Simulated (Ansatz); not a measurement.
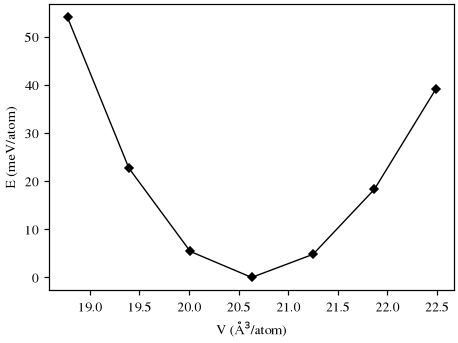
Fig. 1. Si$_{3}$Ge in space group P-4m2 (No. 115; Si on 2g, Si on 1a, Ge on 1c) under volume change, PBEsol (plane waves, PAW; program Ansatz), shape and atoms relaxed at each volume.

Problem. What does a third-order Birch–Murnaghan fit give for V₀, B₀ and B′?

Solution. V₀ = 20.63 Å³/atom, B₀ = 87.3 GPa, B′ = 4.4.

The start of the workflow was typed in or built on a structure type; neither database checked (COD, Materials Project) lists it. Its standing as an ambient phase is unchecked. The cell was relaxed with PBEsol under the symmetry of its start; whether a distortion lowers the energy is not shown.

Potentials: the later of the program's two PAW sets.
